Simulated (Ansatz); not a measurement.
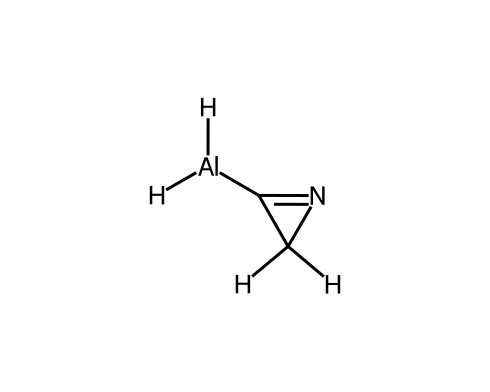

Structural formula above. The computed structure is the end point of a PBE0-D4/def2-TZVP optimisation. No frequency run is at hand to confirm it as a minimum.

Describe the 3D structure.

Formula C2H4AlN. SMILES: `[AlH2][C]1=NC1`. Among its groups: imine. Coordination, clear cases only: 1 Al trigonal planar.

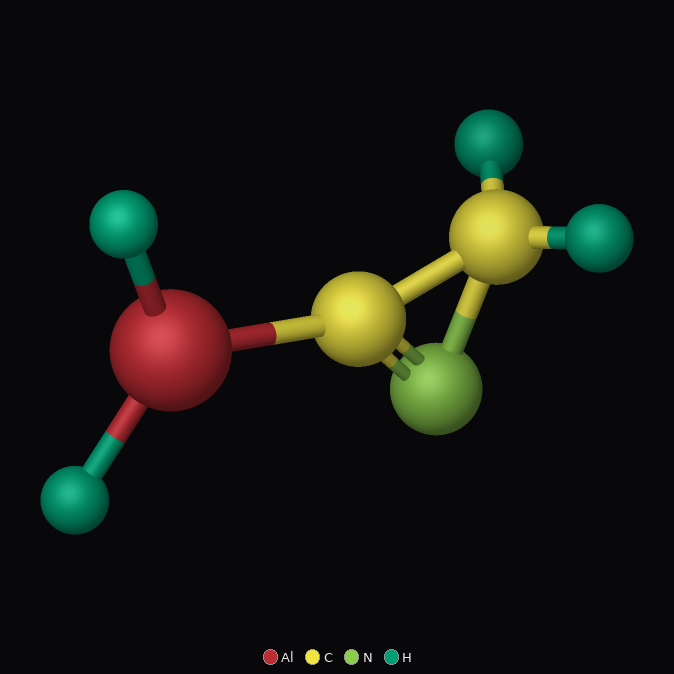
